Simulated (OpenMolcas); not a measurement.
# PO (Phosphorus monoxide): a chain of runs

Wanted: a series of 16 runs (ROHF/ANO-S-MB, CASSCF(3,3)/ANO-S-VTZP, CASPT2[IPEA 0](3,3)/ANO-S-VTZP, CASPT2(3,3)/ANO-S-VTZP, PC-NEVPT2(3,3)/ANO-S-VTZP, MC-PDFT[tOreLYP](3,3)/ANO-S-VTZP, MC-PDFT[ftPBE](3,3)/ANO-S-VTZP, MRCI(3,3)/ANO-S-VTZP) of OP. 

The results are computed with OpenMolcas 26.06.

1 further run of the same task is left out (it didn't finish).

### 1 The structure to begin with

PO has 2 atoms, charge 0, and is taken as a doublet. As SMILES, `O=[P]`. The shape is that of a PBE0-D4/def2-TZVP optimisation.

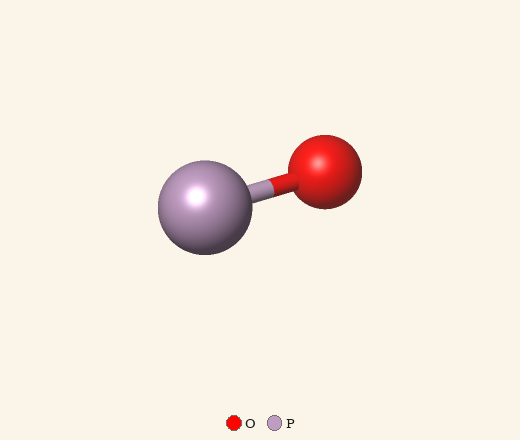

Viewed from a chosen angle; oxygen red, phosphorus pink.

### 2 The energy at ROHF/ANO-S-MB (run 1)

Input file step1.input:

```
* OP Hartree-Fock
>>> EXPORT MOLCAS_PRINT=2
&GATEWAY
XBAS
O.ANO-S-MB
P.ANO-S-MB
End of Basis
ZMAT
O1
P2 1 1.47399
End of ZMAT
&SEWARD
&SCF
UHF
Spin
2
PrOrbitals
1 1
&RASSCF
FileOrb
$Project.UnaOrb
Spin
2
Nactel
1 0 0
Inactive
11
Ras2
1
OutOrbitals
Canonical
OrbListing
NoCore
```

On the command line:

```console
$ export MOLCAS_MEM=1860
$ pymolcas step1.input > step1.log
```

The program printed:

```text
--- Start Module: gateway ---
[...]
--- Stop Module: gateway /rc=_RC_ALL_IS_WELL_ ---
[...]
      Basis functions           14
[...]
--- Start Module: scf ---
[...]
       Convergence after  19 Iterations
[...]
::    Total SCF energy                               -415.3952422542
[...]
      Total spin, S                                     0.5005746482
[...]
--- Stop Module: scf /rc=_RC_ALL_IS_WELL_ ---
--- Start Module: rasscf ---
[...]
      Number of active orbitals                  1
[...]
      Spin quantum number                      0.5
[...]
      Active orbitals                            1
[...]
      Number of CSFs                             1
[...]
      Number of root(s) required                 1
[...]
      Convergence after  8 iterations
[...]
      printout of CI-coefficients larger than  0.05 for root  1
      energy=    -415.394878
      conf/sym  1     Coeff  Weight
             1  u   1.00000 1.00000
      Natural orbitals and occupation numbers for root  1
      sym 1:   1.000000
      ************************************************************************************************************************
      *                                                    Final results                                                     *
[...]
::    RASSCF root number  1 Total energy:   -415.39487773
[...]
      Total electronic charge=   23.000000
      Total            charge=   -0.000000
[...]
      Dipole Moment (debye):
      Origin of the operator (angstrom)=    0.0000    0.0000    0.9720
                   X=  3.0181E-16               Y= -1.0815E-15               Z=  1.9565E+00           Total=  1.9565E+00
      Quadrupole Moment (debye*angstrom):
[...]
--- Stop Module: rasscf /rc=_RC_ALL_IS_WELL_ ---
[...]
```

Wall time 2.6 s (1 thread of Arm Neoverse V2, shared host); peak memory 0.37 GiB.

### 3 The vertical excitations at CASSCF(3,3)/ANO-S-VTZP (3 states averaged) (run 2)

Input file step2.input:

```
&GATEWAY
 XBAS
 O.ANO-S-MB
 P.ANO-S-MB
 End of Basis
 ZMAT
 O1
 P2 1 1.47399
 End of ZMAT

&SEWARD

&RASSCF
 FileOrb = $CurrDir/step1.RasOrb
 Alter = 1
 1 8 11
 Spin = 2
 Nactel = 3 0 0
 Inactive = 10
 Ras2 = 3
 CIRoot = 3 3 1
 OrbListing = Nothing
>>> COPY $Project.RunFile RUNFIL1
>>> COPY $Project.RasOrb INPORB

&GATEWAY
 XBAS
 O.ANO-S-VTZP
 P.ANO-S-VTZP
 End of Basis
 ZMAT
 O1
 P2 1 1.47399
 End of ZMAT

&SEWARD
>>> COPY $Project.RunFile RUNFIL2

&EXPBAS

&RASSCF
 FileOrb = $Project.ExpOrb
 Spin = 2
 Nactel = 3 0 0
 Inactive = 10
 Ras2 = 3
 CIRoot = 3 3 1
 OrbListing = NoCore
```

On the command line:

```console
$ export MOLCAS_MEM=1860
$ pymolcas step2.input > step2.log
```

The program printed:

```text
--- Start Module: gateway ---
[...]
--- Stop Module: gateway /rc=_RC_ALL_IS_WELL_ ---
[...]
      Basis functions           14
[...]
      Number of active orbitals                  3
[...]
      Spin quantum number                      0.5
[...]
      Active orbitals                            3
[...]
      Number of CSFs                             8
[...]
      Number of root(s) required                 3
[...]
      Convergence after 20 iterations
[...]
      printout of CI-coefficients larger than  0.05 for root  1
      energy=    -415.394774
      conf/sym  111     Coeff  Weight
             1  2u0   0.41936 0.17586
             3  20u   0.90621 0.82122
[...]
      Natural orbitals and occupation numbers for root  1
      sym 1:   1.994154   0.005846   1.000000
      Natural orbitals and occupation numbers for root  2
      sym 1:   1.994154   1.000000   0.005846
      Natural orbitals and occupation numbers for root  3
      sym 1:   1.000000   1.000001   0.999999
      ************************************************************************************************************************
      *                                                    Final results                                                     *
[...]
::    RASSCF root number  1 Total energy:   -415.39477366
::    RASSCF root number  2 Total energy:   -415.39477365
::    RASSCF root number  3 Total energy:   -415.22243085
[...]
      Basis functions           50
[...]
--- Start Module: expbas ---
[...]
--- Stop Module: expbas /rc=_RC_ALL_IS_WELL_ ---
--- Start Module: rasscf ---
[...]
      Convergence after 15 iterations
[...]
      Natural orbitals and occupation numbers for root  1
      sym 1:   1.981911   1.000000   0.018089
      Natural orbitals and occupation numbers for root  2
      sym 1:   1.981911   0.018089   1.000000
      Natural orbitals and occupation numbers for root  3
      sym 1:   1.000000   1.000000   1.000000
      ************************************************************************************************************************
      *                                                    Final results                                                     *
[...]
::    RASSCF root number  1 Total energy:   -415.60648332
::    RASSCF root number  2 Total energy:   -415.60648332
::    RASSCF root number  3 Total energy:   -415.37421474
[...]
      Total electronic charge=   23.000000
      Total            charge=   -0.000000
[...]
      Dipole Moment (debye):
      Origin of the operator (angstrom)=    0.0000    0.0000    0.9720
                   X=  2.7564E-09               Y=  5.9675E-10               Z=  1.8333E+00           Total=  1.8333E+00
      Quadrupole Moment (debye*angstrom):
[...]
--- Stop Module: rasscf /rc=_RC_ALL_IS_WELL_ ---
[...]
```

It took 5.7 s on 1 thread of Arm Neoverse V2, shared host; peak memory 0.38 GiB.

Runs 3 to 7 aren't shown in full; the table further down has their settings and results.

### 4 Energy and forces at CASSCF(3,3)/ANO-S-VTZP (3 states averaged, root 1) (run 8)

Input file step8.inp:

```
&GATEWAY
 XBAS
 O.ANO-S-VTZP
 P.ANO-S-VTZP
 End of Basis
 ZMAT
 O1
 P2 1 1.47399
 End of ZMAT

&SEWARD

&RASSCF
 FILEORB=$CurrDir/step2.RasOrb
 SPIN=2
 NACTEL=3 0 0
 INACTIVE=10
 RAS2=3
 CIROOT=3 3 1
 RLXROOT=1
 ORBLISTING=NoCore

&ALASKA
```

On the command line:

```console
$ export MOLCAS_MEM=1860
$ pymolcas step8.inp > step8.log
```

The program printed:

```text
--- Start Module: gateway ---
[...]
--- Stop Module: gateway /rc=_RC_ALL_IS_WELL_ ---
[...]
      Basis functions           50
[...]
      Number of active orbitals                  3
[...]
      Spin quantum number                      0.5
[...]
      Active orbitals                            3
[...]
      Number of CSFs                             8
[...]
      Number of root(s) required                 3
[...]
      Convergence after  4 iterations
[...]
      printout of CI-coefficients larger than  0.05 for root  1
      energy=    -415.606483
      conf/sym  111     Coeff  Weight
             1  2u0   0.56667 0.32112
             3  20u   0.81844 0.66984
             5  02u  -0.07819 0.00611
             8  0u2   0.05414 0.00293
[...]
      Natural orbitals and occupation numbers for root  1
      sym 1:   1.981911   0.018089   1.000000
      Natural orbitals and occupation numbers for root  2
      sym 1:   1.981911   1.000000   0.018089
      Natural orbitals and occupation numbers for root  3
      sym 1:   1.000000   1.000000   1.000000
      ************************************************************************************************************************
      *                                                    Final results                                                     *
[...]
::    RASSCF root number  1 Total energy:   -415.60648330
::    RASSCF root number  2 Total energy:   -415.60648330
::    RASSCF root number  3 Total energy:   -415.37421477
[...]
      Total electronic charge=   23.000000
      Total            charge=   -0.000000
[...]
--- Start Module: mclr ---
[...]
      Dipole Moment (debye):
      Origin of the operator (angstrom)=    0.0000    0.0000    0.9720
                   X=  8.6915E-10               Y=  7.5683E-11               Z=  2.8798E+00           Total=  2.8798E+00
      Quadrupole Moment (debye*angstrom):
[...]
--- Stop Module: mclr /rc=_RC_ALL_IS_WELL_ ---
--- Start Module: alaska ---
[...]
 *              Molecular gradients               *
 **************************************************
  Irreducible representation: a
 ------------------------------------------------------------------------------------------
                              X                       Y                       Z
 ------------------------------------------------------------------------------------------
  O1               -1.12191086755907E-11   -1.47878820351762E-12   -5.23680048395043E-02
  P2                1.12191086755907E-11    1.47878820351762E-12    5.23680048395114E-02
 ------------------------------------------------------------------------------------------
--- Stop Module: alaska /rc=_RC_ALL_IS_WELL_ ---
[...]
```

Run time: 3.9 s. Hardware: 1 thread of Arm Neoverse V2, shared host; peak memory 0.38 GiB.

Runs 9 to 15 aren't shown in full; the table further down has their settings and results.

### 5 The vertical excitations at CASPT2[IPEA 0](3,3)/ANO-S-VTZP (ipea shift 0 Eh, pt2 variant RMS, real shift 0.3 Eh, 3 states averaged) (run 16)

Input file step16.inp:

```
* OP CASPT2
>>> EXPORT MOLCAS_PRINT=2
&GATEWAY
XBAS
O.ANO-S-VTZP
P.ANO-S-VTZP
End of Basis
ZMAT
O1
P2 1 1.47399
End of ZMAT
&SEWARD
&RASSCF
FILEORB=$CurrDir/step2.RasOrb
SPIN=2
NACTEL=3 0 0
INACTIVE=10
RAS2=3
CIROOT=3 3 1
ORBLISTING=NoCore
&CASPT2
RMULTISTATE=all
IPEA=0
SHIFT=0.3
&RASSI
NROFJOBIPHS=1 all
IPHNAMES
JOBMIX
EJOB
```

On the command line:

```console
$ export MOLCAS_MEM=1860
$ pymolcas step16.inp > step16.log
```

The program printed, shortened:

```text
[...]
      Basis functions           50
[...]
      Number of active orbitals                  3
[...]
      Spin quantum number                      0.5
[...]
      Active orbitals                            3
[...]
      Number of CSFs                             8
[...]
      Number of root(s) required                 3
[...]
      Convergence after  4 iterations
[...]
      printout of CI-coefficients larger than  0.05 for root  1
      energy=    -415.606483
      conf/sym  111     Coeff  Weight
             1  2u0   0.56667 0.32112
             3  20u   0.81844 0.66984
             5  02u  -0.07819 0.00611
             8  0u2   0.05414 0.00293
[...]
      Natural orbitals and occupation numbers for root  1
      sym 1:   1.981911   0.018089   1.000000
      Natural orbitals and occupation numbers for root  2
      sym 1:   1.981911   1.000000   0.018089
      Natural orbitals and occupation numbers for root  3
      sym 1:   1.000000   1.000000   1.000000
      ************************************************************************************************************************
      *                                                    Final results                                                     *
[...]
::    RASSCF root number  1 Total energy:   -415.60648330
::    RASSCF root number  2 Total energy:   -415.60648330
[...]
      Total electronic charge=   23.000000
      Total            charge=   -0.000000
[...]
      Dipole Moment (debye):
      Origin of the operator (angstrom)=    0.0000    0.0000    0.9720
                   X=  1.3837E-09               Y=  2.7989E-10               Z=  1.8333E+00           Total=  1.8333E+00
      Quadrupole Moment (debye*angstrom):
[...]
::    RMS-CASPT2 Root  3     Total energy:   -415.74286082
[...]
::    RASSI State    1     Total energy:    -415.93621307173544
::    RASSI State    2     Total energy:    -415.93621307173544
::    RASSI State    3     Total energy:    -415.74286082023639
[...]
  SPIN-FREE ENERGIES:
  (Shifted by EMIN (a.u.) =       -415.9362130717)
 SF State       Relative EMIN(au)   Rel lowest level(eV)    D:o, cm**(-1)      Abs_M
     1             0.0000000000        0.0000000000              0.0000         1.0
     2             0.0000000000        0.0000000000              0.0000         1.0
     3             0.1933522515        5.2613827971          42435.9141         0.0
[...]
--- Stop Module: rassi /rc=_RC_ALL_IS_WELL_ ---
[...]
```

Run time: 3 s. Hardware: 1 thread of Arm Neoverse V2, shared host; peak memory 0.38 GiB.

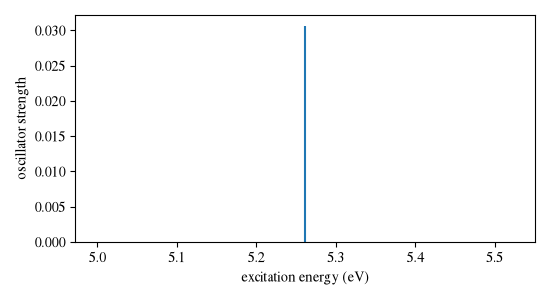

Vertical excitations as sticks.

### 6 Overview of the runs

| run | level | swaps | task | partner | energy (Eh) | dipole moment (D) of the reference | wall time |
| --- | --- | --- | --- | --- | --- | --- | --- |
| 1 | ROHF/ANO-S-MB | – | energy | base | -415.394878 | 1.96 | 2.6 s |
| 2 | CASSCF(3,3)/ANO-S-VTZP (3 states averaged) | 1 | excited | base | -415.606483 | 2.71 | 5.7 s |
| 3 | CASSCF(3,3)/ANO-S-VTZP | 0 | frequencies | base | crashed | – | 3.6 s |
| 4 | CASPT2[IPEA 0](3,3)/ANO-S-VTZP (casscf thresholds set, ipea shift 0 Eh, pt2 variant XDW, 3 states averaged) | 0 | excited | base | -415.940826 | 2.71 | 2.9 s |
| 5 | CASPT2(3,3)/ANO-S-VTZP (ipea shift 0.25 Eh, pt2 variant MS, 3 states averaged) | 0 | excited | base | -415.931314 | 2.71 | 2.8 s |
| 6 | CASSCF(3,3)/ANO-S-VTZP (3 states averaged) | 0 | excited | base | -415.606483 | 2.71 | 2.6 s |
| 7 | CASSCF(3,3)/ANO-S-VTZP (3 states averaged, root 2) | 0 | optimise | base | crashed | – | 3.9 s |
| 8 | CASSCF(3,3)/ANO-S-VTZP (3 states averaged, root 1) | 0 | gradient | base | -415.606483 | 2.71 | 3.9 s |
| 9 | CASPT2(3,3)/ANO-S-VTZP (ipea shift 0.25 Eh, pt2 variant SS, real shift 0.2 Eh) | 0 | energy | rattled | -415.932837 | 3.04 | 3.6 s |
| 10 | PC-NEVPT2(3,3)/ANO-S-VTZP (pt2 variant QD-PC-NEVPT2, 3 states averaged) | 0 | excited | base | -415.937873 | 2.71 | 2.8 s |
| 11 | MC-PDFT[tOreLYP](3,3)/ANO-S-VTZP | 0 | energy | O1–P2 3.69 Å | -416.151438 | 0.33 | 3.6 s |
| 12 | MC-PDFT[ftPBE](3,3)/ANO-S-VTZP (hybrid share 0.25, 3 states averaged) | 0 | excited | base | -416.224452 | – | 3.3 s |
| 13 | CASPT2(3,3)/ANO-S-VTZP (ipea shift 0.25 Eh, pt2 variant RMS, 3 states averaged) | 0 | excited | base | -415.931353 | 2.71 | 2.9 s |
| 14 | MC-PDFT[tOreLYP](3,3)/ANO-S-VTZP (3 states averaged) | 0 | excited | base | -416.517356 | 2.71 | 3.3 s |
| 15 | MRCI(3,3)/ANO-S-VTZP (2 states averaged) | 0 | excited | base | -415.914105 | 2.70 | 7.8 s |
| 16 | CASPT2[IPEA 0](3,3)/ANO-S-VTZP (ipea shift 0 Eh, pt2 variant RMS, real shift 0.3 Eh, 3 states averaged) | 0 | excited | base | -415.936213 | 2.71 | 3 s |

### 7 Results

| quantity | value |
| --- | --- |
| run 16, CASPT2[IPEA 0](3,3)/ANO-S-VTZP: energy of the lowest of 3 roots | -415.93621 Eh |
| run 16, CASPT2[IPEA 0](3,3)/ANO-S-VTZP: dipole moment (CASSCF density) | 2.71 D |
| run 16, CASPT2[IPEA 0](3,3)/ANO-S-VTZP: lowest excitation energy within this active space | 5.26 eV |

In run 1 the basis is minimal, so the values are rough. All runs together took 58 s, the longest 7.8 s. 2 of the 16 runs did not end normally.
